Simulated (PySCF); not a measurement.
**CoNCl₂: quintet, from a trigonal planar start**

The task is one start of a wider search on CoNCl₂: the quintet, from a trigonal planar start. It is relaxed, tested by its Hessian and followed downhill if it is a saddle.

Method: PBE0, basis Co def2-TZVP, N def2-TZVP, Cl def2-TZVP, no relativity, density fitting; program: PySCF 2.14.0.

**1. The system as given**

4 atoms, charge 0, spin multiplicity 5.

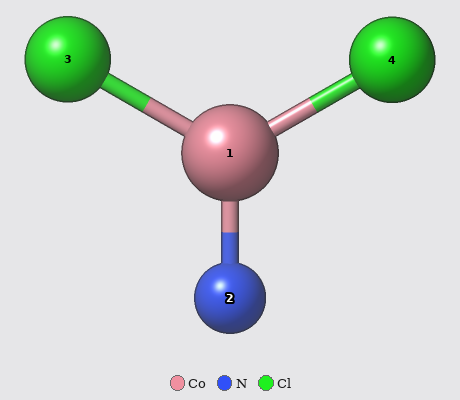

As it starts; cobalt pink, nitrogen blue, chlorine green; atoms are numbered from 1 in the order of the file.

```xyz
4
charge 0 multiplicity 5
Co    0.0000    0.0000   -0.3542
N     0.0000    0.0000   -1.9842
Cl   -1.8187    0.0000    0.6958
Cl    1.8187    0.0000    0.6958
```

**2. The SCF at the typed geometry**

The steps below are one call of a driver around PySCF. For each, scf.py gives the equivalent set-up of the SCF; relaxations use the driver's own optimiser. After this first run the driver tries any further starts and a stability analysis.

File scf.py:

```python
from pyscf import gto, scf, dft
mol = gto.M(atom='''
Co    -0.000010     0.000000    -0.354240
N     -0.000010     0.000000    -1.984220
Cl    -1.818660     0.000000     0.695770
Cl     1.818670     0.000000     0.695790''',
    basis={'Co': 'def2-TZVP', 'N': 'def2-TZVP', 'Cl': 'def2-TZVP'},
    charge=0, spin=4)
mf = dft.UKS(mol, xc='PBE0')
mf.grids.atom_grid = (50, 194)
aux = {'Co': 'def2-universal-JKFIT', 'N': 'def2-universal-JKFIT', 'Cl': 'def2-universal-JKFIT'}
mf = mf.density_fit(auxbasis=aux)
mf.conv_tol = 1e-08
mf.diis_space = 10
mf.max_cycle = 60
mf.init_guess = 'minao'
mf.verbose = 4
mf.kernel()
```

The run is started by

```console
$ OMP_NUM_THREADS=4 python axn.py task.json out
```

What it wrote (excerpt; [...] marks lines left out):

```text
[... the frontier levels of the middle cycles are left out ...]
init E= -2356.36473119956
[... the frontier-level lines of each cycle are left out ...]
cycle= 1 E= -2340.35297891856  delta_E=   16  |g|= 5.74  |ddm|= 14.5
cycle= 2 E= -2269.30300550067  delta_E=   71  |g|= 16.1  |ddm|= 17.8
cycle= 3 E= -2326.36163055453  delta_E= -57.1  |g|= 10.9  |ddm|= 7.29
cycle= 4 E= -2336.72818108056  delta_E= -10.4  |g|= 8.98  |ddm|= 2.91
cycle= 5 E= -2341.27928456968  delta_E= -4.55  |g|= 7.49  |ddm|= 3.98
cycle= 6 E= -2346.58940143203  delta_E= -5.31  |g|= 5.89  |ddm|= 3.87
cycle= 7 E= -2348.46773172579  delta_E= -1.88  |g|= 4.94  |ddm|= 3.28
cycle= 8 E= -2352.13563140291  delta_E= -3.67  |g|= 3.52  |ddm|= 3.49
cycle= 9 E= -2354.70970813986  delta_E= -2.57  |g|= 2.63  |ddm|=  2.1
cycle= 10 E= -2356.25655822801  delta_E= -1.55  |g|= 1.51  |ddm|= 1.55
cycle= 11 E= -2356.65805695723  delta_E= -0.401  |g|= 1.08  |ddm|= 1.31
cycle= 12 E= -2355.69448733718  delta_E= 0.964  |g|= 2.43  |ddm|= 1.11
cycle= 13 E= -2357.25477123277  delta_E= -1.56  |g|= 0.348  |ddm|= 0.671
cycle= 14 E= -2357.26635468385  delta_E= -0.0116  |g|= 0.329  |ddm|= 0.165
[... 16 cycles left out ...]
cycle= 31 E= -2357.30239916573  delta_E= -1.61e-05  |g|= 0.0011  |ddm|= 0.0128
cycle= 32 E= -2357.3024092159  delta_E= -1.01e-05  |g|= 0.00135  |ddm|= 0.0103
cycle= 33 E= -2357.30242774354  delta_E= -1.85e-05  |g|= 0.000801  |ddm|= 0.016
cycle= 34 E= -2357.30244021384  delta_E= -1.25e-05  |g|= 0.000829  |ddm|= 0.0118
cycle= 35 E= -2357.30247515109  delta_E= -3.49e-05  |g|= 0.000701  |ddm|= 0.0372
cycle= 36 E= -2357.30250273373  delta_E= -2.76e-05  |g|= 0.000623  |ddm|= 0.0371
cycle= 37 E= -2357.30250454005  delta_E= -1.81e-06  |g|= 0.0005  |ddm|= 0.00254
cycle= 38 E= -2357.30252575879  delta_E= -2.12e-05  |g|= 0.000849  |ddm|= 0.051
cycle= 39 E= -2357.30252783045  delta_E= -2.07e-06  |g|= 0.000345  |ddm|= 0.00595
cycle= 40 E= -2357.30253001373  delta_E= -2.18e-06  |g|= 0.000192  |ddm|= 0.012
cycle= 41 E= -2357.30253055225  delta_E= -5.39e-07  |g|= 0.000133  |ddm|= 0.00476
cycle= 42 E= -2357.3025311365  delta_E= -5.84e-07  |g|= 7.2e-05  |ddm|= 0.00847
cycle= 43 E= -2357.30253122655  delta_E= -9.01e-08  |g|= 7.8e-05  |ddm|= 0.00254
cycle= 44 E= -2357.30253123035  delta_E= -3.8e-09  |g|= 4.04e-05  |ddm|= 0.000932
Extra cycle  E= -2357.30253123716  delta_E= -6.81e-09  |g|= 8.46e-05  |ddm|= 0.000138
converged SCF energy = -2357.30253123716  <S^2> = 6.1930128  2S+1 = 5.0766181
```

This step, with its further starts and checks, needed 25 s of wall time on 4 threads of Intel Xeon Platinum 8488C (Sapphire Rapids), shared host.

Energies from each starting density:

| start | energy (Eh) |
| --- | --- |
| the minimal-basis guess | -2357.302531 |
| a thermally smeared density | -2357.302531 |
| a smeared PBE density | -2357.302531 |

No lower solution of this spin turned up from the other starts or in the test of internal stability.

**3. Relaxation: trigonal planar start, quintet**

The program finds C2v symmetry in the start, which this walk keeps. Threshold on the gradient: 0.0003 Eh/bohr, with a further test on the energy change.

scf.py: that of step 2 with these lines changed.

```diff
@@ -3,4 +3,4 @@
-Co    -0.000010     0.000000    -0.354240
-N     -0.000010     0.000000    -1.984220
-Cl    -1.818660     0.000000     0.695770
-Cl     1.818670     0.000000     0.695790''',
+Co     0.000000     0.000000    -0.354237
+N      0.000001     0.000000    -1.984217
+Cl    -1.818666     0.000000     0.695782
+Cl     1.818664     0.000000     0.695784''',
@@ -16 +15,0 @@
-mf.init_guess = 'minao'
```

The optimiser's trace:

| step | energy (Eh) | change (kJ/mol) | largest symmetric gradient (Eh/bohr) |
| --- | --- | --- | --- |
| 0 | -2357.302531 | 0.00 | 0.03976 |
| 1 | -2357.308457 | -15.56 | 0.02972 |
| 2 | -2357.318331 | -41.48 | 0.01223 |
| 3 | -2357.320634 | -47.53 | 0.01154 |
| 4 | -2357.322211 | -51.67 | 0.00829 |
| 5 | -2357.322888 | -53.45 | 0.00490 |
| 6 | -2357.322954 | -53.62 | 0.00309 |
| 7 | -2357.322985 | -53.70 | 0.00075 |
| 8 | -2357.322987 | -53.71 | 0.00006 |

The walk took 27 s.

Geometry (Å) and forces (eV/Å) at some steps:

```
step 0
Co   0.000   0.000  -0.354   0.000   0.000   2.045
N    0.000   0.000  -1.984   0.004   0.000  -1.167
Cl  -1.819   0.000   0.696  -0.526   0.000  -0.436
Cl   1.819   0.000   0.696   0.523   0.000  -0.441
step 1
Co   0.000   0.000  -0.300   0.000   0.000   1.528
N    0.000   0.000  -1.961   0.002   0.000  -0.565
Cl  -1.878   0.000   0.657  -0.292   0.000  -0.480
Cl   1.878   0.000   0.657   0.289   0.000  -0.483
step 4
Co   0.000   0.000  -0.008   0.000   0.000  -0.106
N    0.000   0.000  -1.768   0.000   0.000   0.426
Cl  -2.079   0.000   0.415   0.350   0.000  -0.160
Cl   2.079   0.000   0.415  -0.350   0.000  -0.160
step 8
Co   0.000   0.000   0.020   0.000   0.000  -0.003
N    0.000   0.000  -1.714   0.000   0.000  -0.001
Cl  -2.068   0.000   0.374   0.000   0.000   0.002
Cl   2.068   0.000   0.374   0.000   0.000   0.002
```

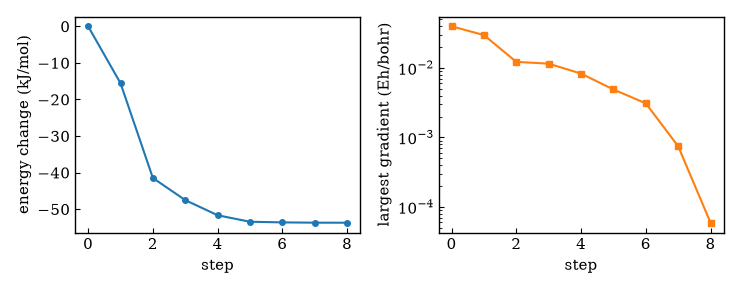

How energy and gradient fall.

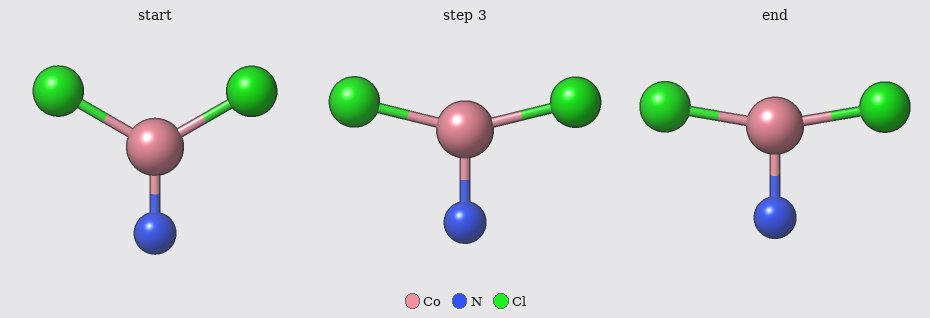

The geometry along the walk, at one scale.

After 8 steps and 53.7 kJ/mol it ends at C2v: Co–Cl 2.098 Å (×2), Co–N 1.733 Å; Cl–Co–Cl 160.6°, Cl–Co–N 99.7° (×2).

**4. Hessian and properties**

The point is checked on the finer grid, and tightened if its gradient asks for it. The Hessian and the dipole derivatives come from central differences of analytic gradients, with steps of 0.02 bohr.

scf.py: that of step 3 with these lines changed.

```diff
@@ -3,4 +3,4 @@
-Co     0.000000     0.000000    -0.354237
-N      0.000001     0.000000    -1.984217
-Cl    -1.818666     0.000000     0.695782
-Cl     1.818664     0.000000     0.695784''',
+Co     0.000000     0.000000    -0.003360
+N      0.000001     0.000000    -1.736763
+Cl    -2.067549     0.000000     0.350568
+Cl     2.067548     0.000000     0.350571''',
@@ -10 +10 @@
-mf.grids.atom_grid = (50, 194)
+mf.grids.atom_grid = (75, 302)
@@ -13 +13 @@
-mf.conv_tol = 1e-08
+mf.conv_tol = 1e-10
```

This SCF starts from the last density.

SCF at the final geometry:

```text
init E= -2357.32289553461
[... the frontier-level lines of each cycle are left out ...]
cycle= 1 E= -2357.32289553459  delta_E= 1.36e-11  |g|= 7.33e-06  |ddm|= 3.11e-06
Extra cycle  E= -2357.32289553427  delta_E= 3.27e-10  |g|= 3.71e-05  |ddm|= 1.46e-05
converged SCF energy = -2357.32289553427  <S^2> = 6.1353799  2S+1 = 5.0538618
```

The whole step took 70 s.

Geometry: C2v; Co–Cl 2.098 Å (×2), Co–N 1.733 Å; Cl–Co–Cl 160.6°, Cl–Co–N 99.7° (×2).

Modes, for the most abundant isotopes:

| symmetry | ω (cm⁻¹) | IR (km/mol) | μ (u) | type |
| --- | --- | --- | --- | --- |
| b1 | 72 | 18.0 | 40.31 | bend |
| a1 | 131 | 4.0 | 36.91 | bend |
| b2 | 159 | 1.5 | 16.25 | bend |
| a1 | 360 | 4.6 | 34.65 | stretch |
| b2 | 496 | 133 | 44.88 | stretch |
| a1 | 586 | 5.5 | 16.23 | stretch |

μ is the mass of the mode for normalised Cartesian displacements, not the reduced mass of the usual diatomic formula.

No imaginary mode, so this is a minimum.

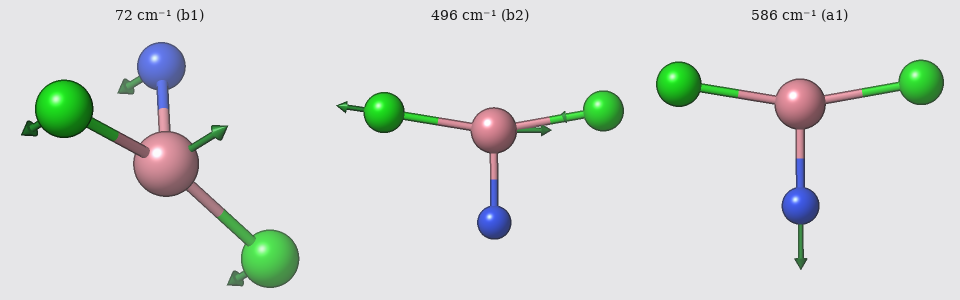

How the atoms move in 3 of the modes.

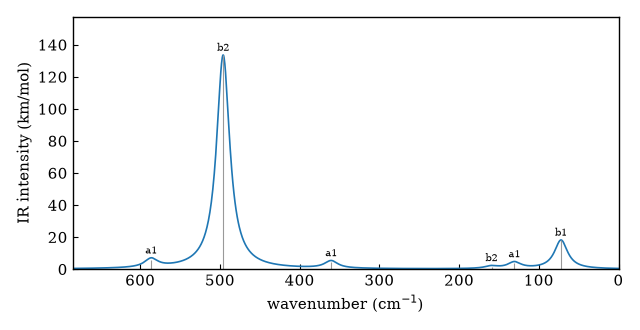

The harmonic infrared spectrum (widths in cm⁻¹). Lines are broadened to a width of 20 cm⁻¹ (Lorentzian).

Properties at this point:

| Quantity | Value |
| --- | --- |
| Dipole moment | 0.58 D |
| Highest occupied level | -8.50 eV |
| Lowest empty level | -5.00 eV |
| Rotational constants | 0.3316, 0.05639, 0.04819 cm⁻¹ |
| Zero-point energy | 10.8 kJ/mol |
| Principal polarisabilities | 34.1, 57.1, 95.1 bohr³ |
| Atomisation energy without zero-point energy | 781 kJ/mol |
| Principal traceless quadrupole moments about the centre of mass | -6.08, 0.29, 5.79 D Å |
| Entropy at 298.15 K and 1 bar (electronic part: spin only) | 340.9 J/(mol K) |
| Heat capacity Cp at 298.15 K | 73.7 J/(mol K) |
| Enthalpy at 298.15 K above 0 K | 17.37 kJ/mol |
| Rotational symmetry number | 2 |
| Spin squared ⟨S²⟩ | 6.135 |

Charges (e) and bond orders:

```tsv
atom	Mulliken	Löwdin	polar tensor	spin (Mulliken)	Mayer order to Co1
Co1	0.64	-0.25	0.99	2.24	–
N2	-0.08	0.02	0.08	1.51	1.28
Cl3,4	-0.28	0.11	-0.54	0.13	1.07
```

Outer orbital energies (eV). α occupied: -11.01, -10.72, -10.38, -9.76, -9.45, -9.40, -9.08, -8.97; empty: -4.79, -0.48, 1.13, 2.68. β occupied: -11.63, -10.79, -10.46, -10.43, -10.11, -9.77, -9.55, -8.50; empty: -5.00, -4.87, -3.56, -3.20.

Mulliken populations on Co1: s 6.50, p 12.46, d 7.39, f 0.00.

**5. Results**

| quantity | value |
| --- | --- |
| minimum | quintet, C2v |
| geometry | Co–Cl 2.098 Å (×2), Co–N 1.733 Å; Cl–Co–Cl 160.6°, Cl–Co–N 99.7° (×2) |
| wavenumbers (cm⁻¹) | 72 (b1), 131 (a1), 159 (b2), 360 (a1), 496 (b2), 586 (a1) |
| dipole moment | 0.58 D |
| highest occupied, lowest empty level (either spin) | -8.50, -5.00 eV |
| polar-tensor charge of Co1 | +0.99 e |
| zero-point energy | 10.8 kJ/mol |
| entropy at 298.15 K | 340.9 J/(mol K) |
| atomisation energy (no zero-point energy) | 781 kJ/mol |
| ⟨S²⟩ | 6.135 |

What this shows: The trigonal planar start keeps its C2v symmetry and ends in a minimum. The strongest infrared band lies at 496 cm⁻¹ (b2, stretch). Most of the spin sits on Co1 (Mulliken spin 2.24, against 4 for the whole molecule). Only this shape and spin were tried, so other structures or states may lie lower. Open d and f shells are described by one determinant, and the ground state may have another occupation or spin.

The search up to here took 2 min.
